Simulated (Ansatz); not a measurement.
# [BH4]− (SMILES [H][B-]([H])([H])[H]): PBE/6-31G

Aim: the vertical ionisation energy of [BH4]− at PBE/6-31G, from 2 runs. 

Program for the calculation: Ansatz 0.2.0.

## Step 1: Starting point

[BH4]− has 5 atoms, charge -1, and is taken as a singlet. SMILES: `[H][B-]([H])([H])[H]`. Geometry: relaxed at GFN2-xTB.

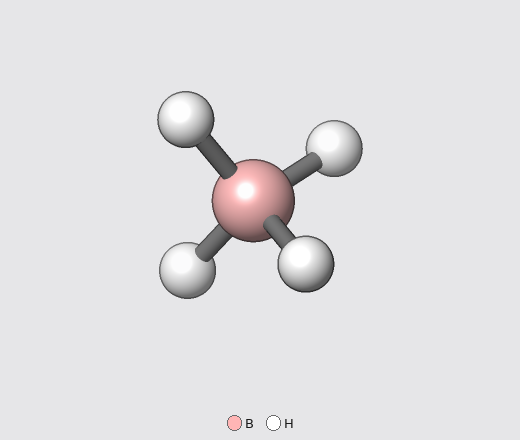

Viewed from a chosen angle; boron pink, hydrogen white.

## Step 2: The energy at PBE/6-31G

run.yaml

```yaml
crystal:
  periodic: [false, false, false]
  atoms:
    - symbol: B
      position_ang: [0.000000, -0.000190, -0.000050]
    - symbol: H
      position_ang: [0.011880, -0.020580, 1.229120]
    - symbol: H
      position_ang: [1.154650, 0.011840, -0.420810]
    - symbol: H
      position_ang: [-0.587600, 1.007810, -0.387560]
    - symbol: H
      position_ang: [-0.578930, -0.998880, -0.420690]
basis:
  gaussian:
    orbitals: 6-31G
total_charge: -1
magnetization:
  spin_polarized: false
hamiltonian:
  xc: {name: PBE}
accuracy: high
```

Started as:

```console
$ ansatz run run.yaml --threads 1 --pin off --max-ram 2610MiB --events-out events.jsonl --progress --plain --runs-dir runs
```

What it wrote:

```text
Warning: RAYON_NUM_THREADS=1 ignored (pool sized by the plan → 1); use --threads N
Functional definition: PBE
  name "PBE"
  parameter kappa = 0.804
  parameter beta = 0.06672455060314922
  exchange = pbe_x(kappa = kappa, mu = beta*pi^2/3)
  correlation = pbe_c(beta = beta)
413 factors; integrals over basis functions are off by at most 2.7e-9 eV
mean field evaluation 1: about -738.9922 eV, gradient 9.1e0 eV
mean field evaluation 2: about -739.0347 eV, gradient 9.0e0 eV
mean field evaluation 4: about -739.3161 eV, gradient 5.3e-3 eV
mean field evaluation 8: about -739.3071 eV, gradient 1.4e-4 eV
mean field -739.30706809 eV, -27.1690336320 hartree, gradient 9.6e-9 eV, S^2 0.000000; 0 other end points of the search recorded, 0 dependent functions left out
reference -739.30706999 eV, -27.1690337016 hartree; 5, 5 occupied and 12, 12 virtual orbitals, 413 factors
Total energy: -739.30706999 eV, -27.1690337016 hartree
```

Wall time 0.54 s (1 thread of Arm Neoverse V2, shared host).

## Step 3: Doublet neutral BH4 at the same level

job.yaml

```yaml
crystal:
  periodic: [false, false, false]
  atoms:
    - {symbol: B, position_ang: [0.000000, -0.000190, -0.000050]}
    - {symbol: H, position_ang: [0.011880, -0.020580, 1.229120]}
    - {symbol: H, position_ang: [1.154650, 0.011840, -0.420810]}
    - {symbol: H, position_ang: [-0.587600, 1.007810, -0.387560]}
    - {symbol: H, position_ang: [-0.578930, -0.998880, -0.420690]}
basis:
  gaussian:
    orbitals: 6-31G
magnetization:
  spin_polarized: true
  initial_magnetization: 1
hamiltonian:
  xc: {name: PBE}
accuracy: high
```

Started as:

```console
$ ansatz run job.yaml --threads 1 --pin off --max-ram 2610MiB --events-out events.jsonl --progress --plain --runs-dir runs
```

What it wrote, shortened:

```text
Warning: RAYON_NUM_THREADS=1 ignored (pool sized by the plan → 1); use --threads N
[... 6 set-up lines as earlier in the session ...]
409 factors; integrals over basis functions are off by at most 2.7e-9 eV
mean field evaluation 1: about -733.9288 eV, gradient 1.4e1 eV
mean field evaluation 2: about -732.8766 eV, gradient 1.8e1 eV
mean field evaluation 4: about -734.9064 eV, gradient 7.5e0 eV
mean field evaluation 8: about -735.3877 eV, gradient 4.1e0 eV
mean field evaluation 16: about -735.5948 eV, gradient 4.0e-7 eV
mean field evaluation 32: about -735.5949 eV, gradient 8.7e-3 eV
mean field -735.59495075 eV, -27.0326158358 hartree, gradient 4.1e-8 eV, S^2 0.751388; 8 other end points of the search recorded, 0 dependent functions left out
reference -735.59495283 eV, -27.0326159122 hartree; 5, 4 occupied and 12, 13 virtual orbitals, 409 factors
Total energy: -735.59495283 eV, -27.0326159122 hartree
```

Wall time 2.9 s (1 thread of Arm Neoverse V2, shared host); peak memory 0.11 GiB.

## Step 4: Summary of results

At PBE/6-31G:

| quantity | value |
| --- | --- |
| singlet [BH4]−: total energy | -27.16903 Eh |
| doublet neutral BH4: total energy | -27.03262 Eh |
| doublet neutral BH4: ⟨S²⟩ | 0.751 |
| vertical detachment energy (to the doublet neutral) | 3.712 eV |

The vertical ionisation energy comes to 3.71 eV (86 kcal/mol).
